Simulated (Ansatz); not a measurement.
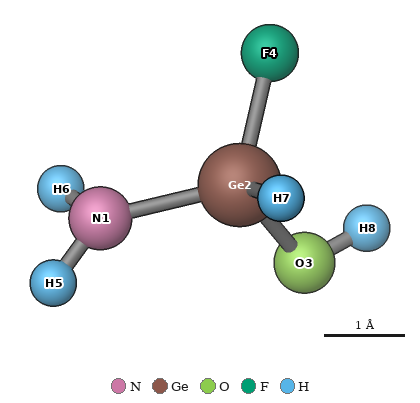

**Figure 1.** The structure (ball-and-stick view, seen at a tilt; atoms are numbered from 1 in the order of the input). Sticks mark near contacts.

## GeNH4OF: a changed input and its effect

System: GeNH4OF, SMILES [NH2][GeH]([OH])[F].
Method of run 1: RKS B3LYP-D4/def2-TZVP (Ansatz 0.2.0).

Text and figures count atoms from 1; the logs count them from 0 in places.

### Input, run 1
```yaml
crystal:
  periodic: [false, false, false]
  atoms:
    - { symbol: "N", position_ang: [-0.587471, 1.287226, 0.070666] }
    - { symbol: Ge, position_ang: [0.433085, -0.177795, -0.21226] }
    - { symbol: O, position_ang: [-0.484301, -1.169488, -1.354439] }
    - { symbol: F, position_ang: [1.949177, 0.153171, -1.04303] }
    - { symbol: H, position_ang: [-1.507502, 1.51201, 0.421988] }
    - { symbol: H, position_ang: [-0.628309, 1.97066, -0.67107] }
    - { symbol: H, position_ang: [0.831196, -0.870006, 1.092323] }
    - { symbol: H, position_ang: [0.08747, -1.685065, -1.933172] }
basis:
  gaussian: { orbitals: def2-TZVP }
hamiltonian:
  xc: { name: B3LYP }
  dispersion: d4
output:
  forces: true
```

Launched with:
```bash
ansatz run input.yaml --threads 1 --pin off --max-ram 2560MiB --backend cpu --events-out ev --progress --plain --runs-dir out
```

Hardware: 1 thread of Arm Neoverse N1, 24 GiB of memory available, shared host.

### Output (run 1)
```
Engine: ansatz 0.2.0, aarch64-unknown-linux-gnu
Functional definition: B3LYP
  parameter a0 = 0.2
  parameter ax = 0.72
  parameter ac = 0.81
  exchange = (1 - a0 - ax)*slater_x + ax*b88_x + a0*exact_x
  correlation = (1 - ac)*vwn_rpa_c + ac*lyp_c
1027 factors; their error is unknown
mean field evaluation 1: about -62829.8248 eV, gradient 9.2e1 eV
mean field evaluation 2: about -62800.2360 eV, gradient 1.5e2 eV
mean field evaluation 4: about -62842.8836 eV, gradient 1.2e1 eV
mean field evaluation 8: about -62843.1180 eV, gradient 1.6e-1 eV
mean field evaluation 16: about -62843.3407 eV, gradient 1.5e-4 eV
mean field -62843.34074973 eV, -2309.4501758062 hartree, gradient 1.7e-5 eV, S^2 0.000000; 0 other end points of the search recorded, 0 dependent functions left out
the calculation of the forces begins
reference -62843.34097918 eV, -2309.4501842384 hartree; 30, 30 occupied and 135, 135 virtual orbitals, 1027 factors
Total energy: -62843.55242012 eV, -2309.4579545495 hartree
Atom 0 at    -0.587471     1.287226     0.070666 Å, force    -0.135478     1.705658    -0.502639 eV/Å
Atom 1 at     0.433085    -0.177795    -0.212260 Å, force    -0.517134    -0.088683     0.261741 eV/Å
Atom 2 at    -0.484301    -1.169488    -1.354439 Å, force     0.168803    -0.241100    -0.198306 eV/Å
Atom 3 at     1.949177     0.153171    -1.043030 Å, force    -0.450667     0.260258     0.177288 eV/Å
Atom 4 at    -1.507502     1.512010     0.421988 Å, force    -0.003949    -1.399485     1.019993 eV/Å
Atom 5 at    -0.628309     1.970660    -0.671070 Å, force     1.004418    -0.081842    -0.677578 eV/Å
Atom 6 at     0.831196    -0.870006     1.092323 Å, force    -0.031209    -0.028179    -0.043326 eV/Å
Atom 7 at     0.087470    -1.685065    -1.933172 Å, force    -0.034784    -0.126627    -0.037173 eV/Å
Dipole moment:    -0.236305     0.005191     0.092336 e Å
```

For run 2 the input was changed thus:
```diff
-    - { symbol: O, position_ang: [-0.484301, -1.169488, -1.354439] }
-    - { symbol: F, position_ang: [1.949177, 0.153171, -1.04303] }
-    - { symbol: H, position_ang: [-1.507502, 1.51201, 0.421988] }
+    - { symbol: O, position_ang: [0.617944, -0.929433, 1.378491] }
+    - { symbol: F, position_ang: [-0.345113, -1.416441, -1.191249] }
+    - { symbol: H, position_ang: [-1.506066, 1.119331, 0.455901] }
-    - { symbol: H, position_ang: [0.831196, -0.870006, 1.092323] }
-    - { symbol: H, position_ang: [0.08747, -1.685065, -1.933172] }
+    - { symbol: H, position_ang: [1.735951, 0.153141, -0.94206] }
+    - { symbol: H, position_ang: [0.699649, -1.887543, 1.323499] }
```

What does this change do to the results?

On the same kind of shared host run 2 took about 96 times as long.

### Output (run 2)
```
Engine: ansatz 0.2.0, aarch64-unknown-linux-gnu
Functional definition: B3LYP
  parameter a0 = 0.2
  parameter ax = 0.72
  parameter ac = 0.81
  exchange = (1 - a0 - ax)*slater_x + ax*b88_x + a0*exact_x
  correlation = (1 - ac)*vwn_rpa_c + ac*lyp_c
1027 factors; their error is unknown
mean field evaluation 1: about -62830.3679 eV, gradient 9.1e1 eV
mean field evaluation 2: about -62800.1361 eV, gradient 1.5e2 eV
mean field evaluation 4: about -62843.3558 eV, gradient 1.2e1 eV
mean field evaluation 8: about -62843.5759 eV, gradient 1.3e-1 eV
mean field evaluation 16: about -62843.7982 eV, gradient 2.4e-4 eV
mean field -62843.79816146 eV, -2309.4669853774 hartree, gradient 5.7e-5 eV, S^2 0.000000; 0 other end points of the search recorded, 0 dependent functions left out
the calculation of the forces begins
reference -62843.79838835 eV, -2309.4669937152 hartree; 30, 30 occupied and 135, 135 virtual orbitals, 1027 factors
Total energy: -62844.01023546 eV, -2309.4747789530 hartree
Atom 0 at    -0.587471     1.287226     0.070666 Å, force    -0.005690    -0.011984    -0.034397 eV/Å
Atom 1 at     0.433085    -0.177795    -0.212260 Å, force     0.022666     0.028567    -0.009485 eV/Å
Atom 2 at     0.617944    -0.929433     1.378491 Å, force    -0.016929    -0.041094    -0.029231 eV/Å
Atom 3 at    -0.345113    -1.416441    -1.191249 Å, force    -0.010672     0.006665     0.031083 eV/Å
Atom 4 at    -1.506066     1.119331     0.455901 Å, force     0.007359     0.037210     0.033203 eV/Å
Atom 5 at    -0.628309     1.970660    -0.671070 Å, force    -0.019333    -0.028280    -0.019805 eV/Å
Atom 6 at     1.735951     0.153141    -0.942060 Å, force     0.016163     0.019569     0.023162 eV/Å
Atom 7 at     0.699649    -1.887543     1.323499 Å, force     0.006436    -0.010654     0.005470 eV/Å
Dipole moment:     0.005672     0.184027    -0.125195 e Å
```

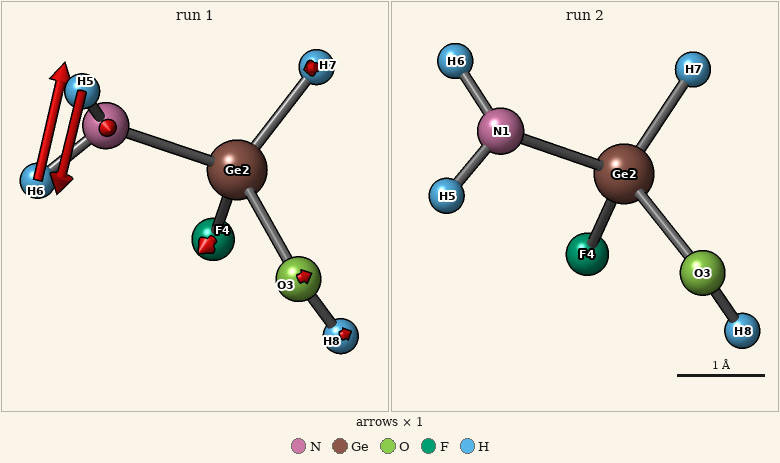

**Figure 2.** The two input geometries at one scale (ball-and-stick view, seen at a tilt). The red arrows on the first give the shifts of the atoms after the best rigid fit, at true length. H6 moves most after the best rigid fit: 1.42 Å. Largest moves by element: H 1.42 Å, F 0.31 Å, N 0.24 Å, O 0.18 Å, Ge 0.09 Å.

### The two runs side by side

```csv
quantity,run 1,run 2
outcome,converged,converged
total energy (hartree),−2309.457955,–
largest force (eV/Å),1.783,–
basis functions,165,–
wall time (shared host),12 s,19 min
```
